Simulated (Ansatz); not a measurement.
Consider AlH7N2O.

Input file:

```
crystal:
  periodic: [false, false, false]
  atoms:
    - { symbol: Al, position_ang: [0.168501, 0.117416, 0.098059] }
    - { symbol: "N", position_ang: [0.190656, 0.005862, 1.977749] }
    - { symbol: H, position_ang: [-0.657014, 0.22734, 2.508417] }
    - { symbol: H, position_ang: [1.009843, 0.251503, 2.541422] }
    - { symbol: "N", position_ang: [1.673598, 0.495332, -0.780288] }
    - { symbol: H, position_ang: [2.607311, 0.569213, -0.37044] }
    - { symbol: H, position_ang: [1.749529, 0.473454, -1.799878] }
    - { symbol: H, position_ang: [-1.241675, 0.069243, -0.63612] }
    - { symbol: O, position_ang: [0.159542, -2.78836, 0.704212] }
    - { symbol: H, position_ang: [-0.795482, -2.967952, 0.623285] }
    - { symbol: H, position_ang: [0.21359, -2.196252, 1.502882] }
basis:
  gaussian: { orbitals: def2-SVP }
hamiltonian:
  xc: pbe
  dispersion: d4
relax:
  f_tol: 0.03
  max_steps: 50
output:
  orbitals: {}
```

Command:

```sh
ansatz run input.yaml --threads 2 --pin off --max-ram 3072MiB --backend cpu --events-out ev --progress --plain --runs-dir out
```

The fields are those of the run's last geometry, not of the input's.

Computed with RKS PBE-D4/def2-SVP (Ansatz).

### What will maps of the electron density and electron localisation function show?

Al–N (1.80 Å): ρ is about 0.79 e/Å³ halfway; the ELF peaks at about 0.90 in the valence shell of N, 0.7 Å from its nucleus, and is about 0.65 at the midpoint.
Al–N (1.90 Å): ρ at the midpoint is about 0.66 e/Å³; the ELF peaks at about 0.95 between the atoms (a polar covalent bond).
N–H (1.02 Å): ρ at the midpoint is about 2.7 e/Å³; the ELF climbs to about 1 towards the hydrogen, as it does in any bond to H (a covalent bond by its length).

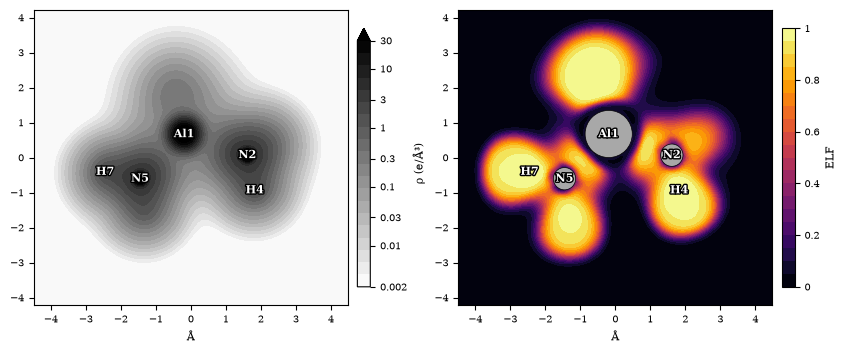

Computed electron density and electron localisation function on the plane of atoms Al1, N2 and H4, in this order. Grey discs cover the atomic cores in the ELF map. 
